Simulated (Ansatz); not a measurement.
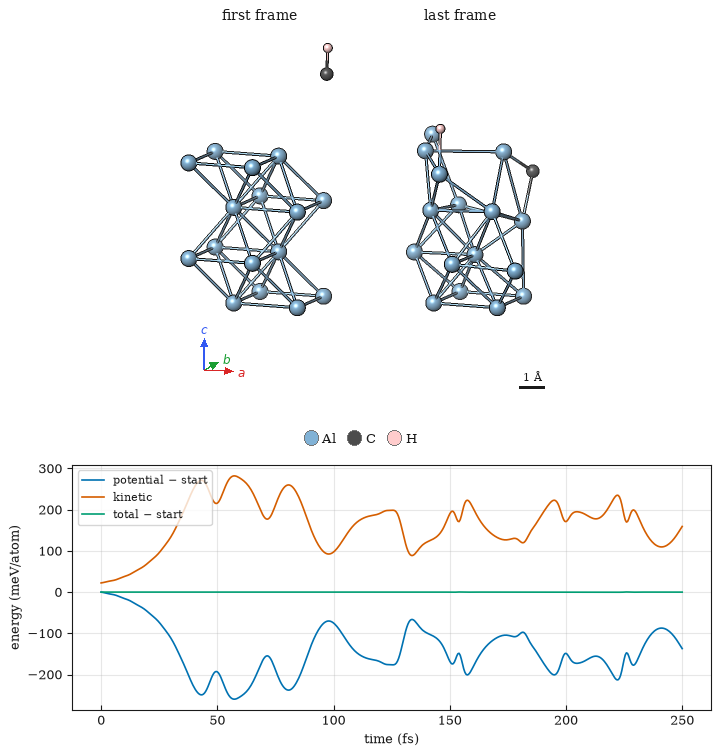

First-principles dynamics of CH on Al(100) (18 atoms in the cell), 250 fs long. Style: ball-and-stick. Shown: the simulation cell, with the vacuum cut short, slightly off an axis. Bonds to atoms that aren't drawn are left out.

Level of theory: Ansatz 0.2.0, DFT PBE, scalar-relativistic, plane waves, PAW. Run with plane-wave cutoff 420 eV; k-point mesh 2 × 2 × 1; Fermi-Dirac smearing 0.1 eV; low-accuracy preset; 4 atoms held fixed; constant energy (NVE); time step 0.5 fs; at the start 2 atoms move with typed velocities and the others are at rest.

Q: Check the integration.

A: The total energy stays between −0.35 and 0.31 meV per atom of its start. A straight-line fit has a slope that amounts to −0.026 meV per atom over 250 fs (under 0.1 % of the mean kinetic energy), and the ripple about it is 0.1 % of the kinetic energy's fluctuation. With a drift under 2 % and a ripple under 7 %, the integration is accurate. Over the second half the temperature averages 1619 K (spread ±366 K). It is well above the start because potential energy is released as heat. The potential energy in the second half lies on average 141 meV per atom below the first frame.

Limits of the set-up: the k-point mesh is coarse for a cell with partly filled bands; the program's low-accuracy preset was used; the periodic images lie only 5.7 Å apart, so the values are limited by the cell's size.
